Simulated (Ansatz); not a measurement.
# CH4O (methanol) at BHLYP/def2-TZVP

Aim: the energy change on altering one bond length of CH4O (methanol) at BHLYP/def2-TZVP, from 2 runs. 

The results are computed with Ansatz 0.2.0.

55 further runs of the same task are left out: 55 set aside as unsound or not needed.

### Step 1. The molecule

CH4O has 6 atoms, charge 0, and is taken as a singlet. As SMILES, `CO`. Geometry: relaxed at PBE0-D4/def2-TZVP.

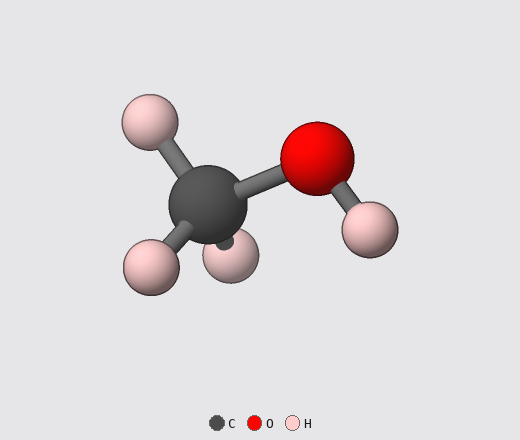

The structure, seen from a chosen angle (carbon dark grey, oxygen red, hydrogen pink).

### Step 2. The energy at BHLYP/def2-TZVP

molecule.yaml

```yaml
crystal:
  periodic: [false, false, false]
  atoms:
    - {symbol: C, position_ang: [-0.088400, -0.207400, -0.275700]}
    - {symbol: O, position_ang: [-0.165000, 0.316500, 1.030100]}
    - {symbol: H, position_ang: [-0.864700, -0.968400, -0.360900]}
    - {symbol: H, position_ang: [0.878800, -0.683600, -0.479200]}
    - {symbol: H, position_ang: [-0.272700, 0.554400, -1.043400]}
    - {symbol: H, position_ang: [0.512100, 0.988500, 1.129100]}
basis:
  gaussian: {orbitals: def2-TZVP}
total_charge: 0
hamiltonian: {xc: {name: BHLYP}}
accuracy: high
output: {orbitals: {seedname: orbitals}}
```

Command:

```bash
$ ansatz run molecule.yaml --threads 1 --pin off --max-ram 3480MiB --events-out events.jsonl --progress --plain --runs-dir runs
```

Log:

```text
Warning: RAYON_NUM_THREADS=1 ignored (pool sized by the plan → 1); use --threads N
Functional definition: BHLYP
  name "BHLYP"
  parameter a = 0.5
  exchange = (1 - a)*b88_x + a*exact_x
  correlation = lyp_c
1577 factors; integrals over basis functions are off by at most 3.8e-9 eV
mean field evaluation 1: about -3145.3030 eV, gradient 4.2e1 eV
mean field evaluation 2: about -3145.2916 eV, gradient 4.3e1 eV
mean field evaluation 4: about -3148.4743 eV, gradient 1.4e0 eV
mean field evaluation 8: about -3148.4771 eV, gradient 2.5e-3 eV
mean field evaluation 16: about -3148.4771 eV, gradient 3.7e-7 eV
mean field -3148.47707244 eV, -115.7043982978 hartree, gradient 1.7e-8 eV, S^2 0.000000; 0 other end points of the search recorded, 0 dependent functions left out
reference -3148.47709439 eV, -115.7043991045 hartree; 9, 9 occupied and 77, 77 virtual orbitals, 1577 factors
Total energy: -3148.47709439 eV, -115.7043991045 hartree
```

It took 2.6 s on 1 thread of Arm Neoverse V2, shared host; peak memory 0.18 GiB.

### Step 3. The distorted shape at the same level

molecule.yaml

```yaml
crystal:
  periodic: [false, false, false]
  atoms:
    - symbol: C
      position_ang: [-0.291520, -0.408990, -0.305399]
    - symbol: O
      position_ang: [-0.368120, 0.114910, 1.000401]
    - symbol: H
      position_ang: [-1.067820, -1.169990, -0.390599]
    - symbol: H
      position_ang: [0.675680, -0.885190, -0.508899]
    - symbol: H
      position_ang: [-0.475820, 0.352810, -1.073099]
    - symbol: H
      position_ang: [0.512100, 0.988500, 1.129100]
basis:
  gaussian:
    orbitals: def2-TZVP
hamiltonian:
  xc: {name: BHLYP}
output: {orbitals: {seedname: orbitals}}
accuracy: high
```

Command:

```bash
$ ansatz run molecule.yaml --threads 1 --pin off --max-ram 3480MiB --events-out events.jsonl --progress --plain --runs-dir runs
```

Log:

```text
Warning: RAYON_NUM_THREADS=1 ignored (pool sized by the plan → 1); use --threads N
[... 5 set-up lines as earlier in the session ...]
1583 factors; integrals over basis functions are off by at most 3.9e-9 eV
mean field evaluation 1: about -3143.4648 eV, gradient 4.2e1 eV
mean field evaluation 2: about -3142.0706 eV, gradient 5.3e1 eV
mean field evaluation 4: about -3147.1505 eV, gradient 1.8e0 eV
mean field evaluation 8: about -3147.1575 eV, gradient 3.9e-2 eV
mean field evaluation 16: about -3147.1575 eV, gradient 2.3e-6 eV
mean field -3147.15747263 eV, -115.6559038994 hartree, gradient 4.1e-8 eV, S^2 0.000000; 0 other end points of the search recorded, 0 dependent functions left out
reference -3147.15749546 eV, -115.6559047381 hartree; 9, 9 occupied and 77, 77 virtual orbitals, 1583 factors
Total energy: -3147.15749546 eV, -115.6559047381 hartree
```

Run time: 2.6 s. Hardware: 1 thread of Arm Neoverse V2, shared host; peak memory 0.19 GiB.

### Step 4. Results

At BHLYP/def2-TZVP:

| quantity | value |
| --- | --- |
| first shape: total energy | -115.70440 Eh |
| first shape: HOMO energy | -9.58 eV |
| first shape: LUMO energy | 1.70 eV |
| first shape: HOMO–LUMO gap | 11.28 eV |
| distorted shape: total energy | -115.65590 Eh |
| distorted shape: HOMO energy | -9.41 eV |
| distorted shape: LUMO energy | 0.42 eV |
| distorted shape: HOMO–LUMO gap | 9.83 eV |
| energy change with the O2–H6 bond stretched from 0.959 to 1.247 Å | 1.320 eV |

**Reading.** With the O2–H6 bond stretched from 0.959 to 1.247 Å the energy rises by 1.32 eV (127 kJ/mol). The first shape isn't relaxed at this level, so the change isn't measured from a minimum.
